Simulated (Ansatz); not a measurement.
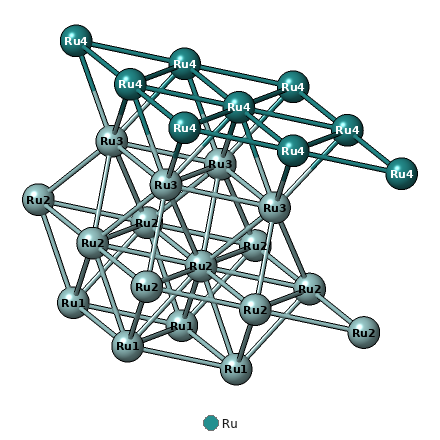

The system is C on a Ru(001) slab cut from the P6_3/mmc phase, its upper half relaxed before the scan (4 atoms of substrate and one adsorbate in a 1 × 1 cell); the picture shows it without the atoms that are moved over the map. C is moved over the surface cell; relaxed at each place: the height of the adsorbate's atoms; substrate rigid; the origin of the map has the adsorbate above Ru4. Places are given modulo a cell vector. The map is drawn in real space over the plane of the surface. The grid has 6 × 6 points; 10 points were computed and 26 follow by symmetry. All energies are given in eV relative to the lowest grid point. With one adsorbate in each 1 × 1 cell, its nearest image is 2.7 Å away, so neighbouring adsorbates interact. All numbers below come from DFT LDA, scalar-relativistic, plane waves, PAW in Ansatz 0.2.0. Settings: cutoff 420 eV, k-mesh 12×12×1, gaussian smearing 0.1 eV, no spin polarisation.

Range: position of C5 along the first surface vector from 0.000 to 0.833; position of C5 along the second surface vector from 0.000 to 0.833.

Predict the map.

Answer. The lowest grid point is at a threefold hollow over a second-layer Ru atom, (2/6, 4/6) of the cell vectors. A higher local minimum lies near a threefold hollow, (4/6, 2/6) of the cell vectors (0.35 eV above the lowest at that grid point). The highest grid point, the top site over a surface Ru atom, (0/6, 0/6) of the cell vectors, lies 1.64 eV above the lowest. On the interpolated surface the easiest way out of the lowest well to the well at a threefold hollow, (4/6, 2/6) of the cell vectors passes a barrier of about 0.78 eV. At the lowest point the adsorbate has 3 Ru at 1.93 Å as nearest neighbours, at the highest 1 Ru at 1.72 Å. Its relaxed height above the top atom is 1.15 Å at the lowest and 1.72 Å at the highest point.

```csv
"second ↓, first →",0/6,1/6,2/6,3/6,4/6,5/6
5/6,1.44,1.23,0.64,0.64,1.23,1.44
4/6,1.12,0.64,0.00,0.64,1.12,1.16
3/6,0.77,0.64,0.64,0.77,0.75,0.75
2/6,1.12,1.23,1.12,0.75,0.35,0.75
1/6,1.44,1.44,1.16,0.75,0.75,1.16
0/6,1.64,1.44,1.12,0.77,1.12,1.44
```

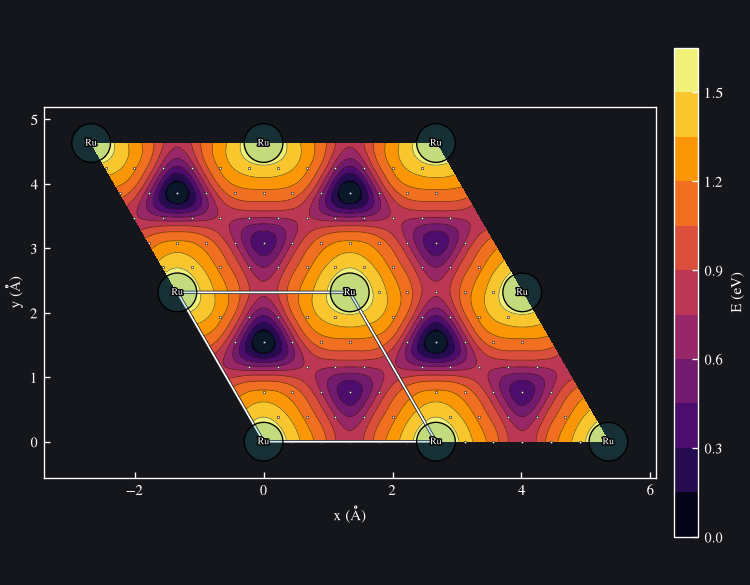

The picture shows filled contours, dots at the grid points, labelled circles for the atoms of the top layer and small ones for the second layer, the outline of one cell of the 2 × 2 shown. Between grid points the surface is interpolated.

Time for the 10 points that were run: 9 min on 1 thread of Intel(R) Xeon(R) Platinum 8559C (Emerald Rapids), with other jobs on the host.

PAW datasets: the set soft_1.
